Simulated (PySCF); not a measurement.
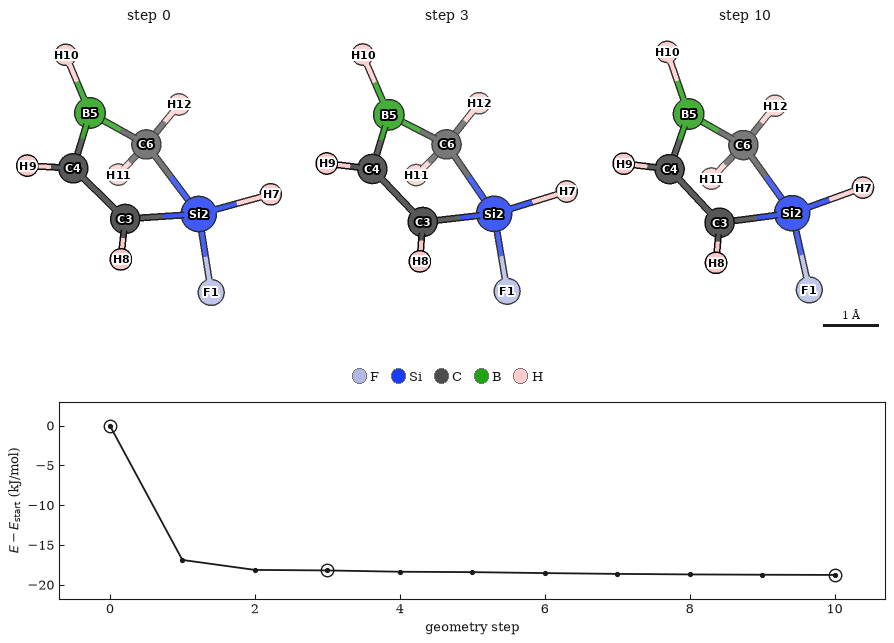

Frames of a relaxation of C3H6BFSi, marked on the history of the run. Style: ball-and-stick. Shown from a free direction.

The start comes from GFN2-xTB. Its atoms were then displaced at random by about 0.01 Å.

All numbers below come from PBE0-D3(BJ)/def2-SVP geometry optimisation, gas phase (PySCF). 

Question: Describe the path.

Answer: Over 10 geometry steps the energy falls by 18.8 kJ/mol. The largest move after the best rigid fit is that of H7, 0.16 Å. Largest moves by element: H 0.16 Å, C 0.08 Å, F 0.07 Å, Si 0.05 Å, B 0.05 Å. Among the contacts that change: B5–H10 1.162 → 1.210 Å, Si2–H7 1.449 → 1.490 Å, Si2–C6 1.910 → 1.870 Å, C4–H9 1.060 → 1.097 Å. Bond angles that change, for instance: Si2–C3–C4 115.0° → 109.5°, C3–Si2–C6 92.3° → 96.5°, C4–C3–H8 118.6° → 122.4°. Cost: 59 s on 1 thread of Arm Neoverse V1 (shared host). From step 0 to 3: H7 moves most (0.08 Å), energy −18.2 kJ/mol. From step 3 to 10: H10 moves most (0.15 Å), energy −0.57 kJ/mol.

| step | E − E(0), kJ/mol |
| --- | --- |
| 0 | 0.00 |
| 1 | -16.88 |
| 2 | -18.13 |
| 3 | -18.20 |
| 4 | -18.36 |
| 5 | -18.41 |
| 6 | -18.53 |
| 7 | -18.63 |
| 8 | -18.70 |
| 9 | -18.74 |
| 10 | -18.76 |
